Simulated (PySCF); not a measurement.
## Run report: Zn³⁺, atomic calculation

System: Zn³⁺, configuration 1s2 2s2 2p6 3s2 3p6 3d9, multiplicity 2.
Method: unrestricted MN15, cc-pVDZ-DK, non-relativistic, point nucleus (PySCF).

## Input
```python
from pyscf import gto, scf, dft, mp, cc
import basis_set_exchange as bse
mol = gto.M(atom="Zn 0 0 0", charge=3, spin=1, symmetry="D2h",
            basis=gto.basis.parse(bse.get_basis("cc-pVDZ-DK", elements=["Zn"], fmt="nwchem", header=False)))
mf = dft.UKS(mol, xc="MN15")
mf.irrep_nelec = {'Ag': (5, 4), 'B1g': (1, 1), 'B2g': (1, 1), 'B3g': (1, 1), 'B1u': (2, 2), 'B2u': (2, 2), 'B3u': (2, 2)}
mf.kernel()
```

The script is an equivalent of what the driver set up; the driver started from orbitals of its own, so the log can be shorter than this script's would be, and it computed the properties (radii, ⟨L²⟩, response) afterwards. It held the occupations shell by shell, which the script's counts by irreducible representation don't always enforce.

Hardware: 1 thread of Arm Neoverse N1, 40 GiB of memory available, shared host.

Launched within a batch (the task file carries these settings):
```bash
OMP_NUM_THREADS=1 python <driver script> TASK.json OUT
```

## Output (extracts)
```
damping factor = 0
level_shift factor = 0
DIIS = <class 'pyscf.scf.diis.CDIIS'>
diis_start_cycle = 1
diis_space = 10
diis_damp = 0
SCF conv_tol = 1e-09
SCF conv_tol_grad = None
number electrons alpha = 14  beta = 13
XC functionals = MN15
    H. S. Yu, X. He, S. L. Li, and D. G. Truhlar.,  Chem. Sci. 7, 5032-5051 (2016)
    H. S. Yu, X. He, S. L. Li, and D. G. Truhlar.,  Chem. Sci. 7, 5032-5051 (2016)
cycle= 1 E= -1769.06497588333  delta_E= -0.0282  |g|= 0.0523  |ddm|= 0.344
cycle= 2 E= -1769.06491811291  delta_E= 5.78e-05  |g|= 0.0598  |ddm|= 0.073
cycle= 3 E= -1769.06536864059  delta_E= -0.000451  |g|= 0.00184  |ddm|= 0.0448
cycle= 4 E= -1769.06536965249  delta_E= -1.01e-06  |g|= 0.000157  |ddm|= 0.00155
cycle= 5 E= -1769.06536967563  delta_E= -2.31e-08  |g|= 2.13e-05  |ddm|= 0.000285
cycle= 6 E= -1769.06536967608  delta_E= -4.54e-10  |g|= 2.44e-06  |ddm|= 4.46e-05
converged SCF energy = -1769.06536967608  <S^2> = 0.75054835  2S+1 = 2.0005483
```

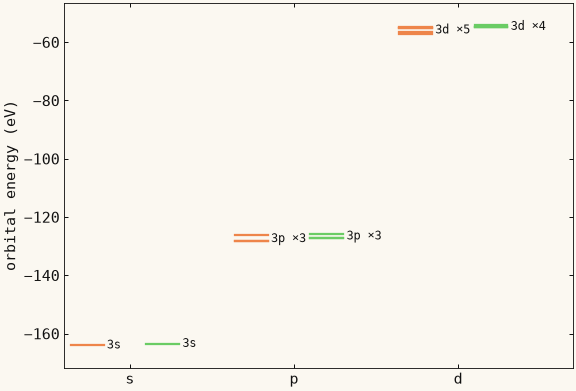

Orbital energies of the mean field, from the top down to −164.1 eV, by angular momentum, α spin at the left of each column and β at the right; ×n counts the orbitals under one label. The highest filled orbital is 3d β at −54.3 eV, the lowest empty one d β at −46.1 eV.

## What the run reported

- outcome: converged
- total energy: −1769.0654 hartree
- kinetic energy: 1884.0482 hartree
- ⟨S²⟩: 0.751
- ⟨L²⟩: 6.01
- SCF iterations: 6
- wall time: 2.4 s

## What is odd here

The input is odd on purpose: basis contracted for another Hamiltonian. The program ran to the end. Its numbers are those of this setting; this run alone doesn't show how far the oddity moves them.
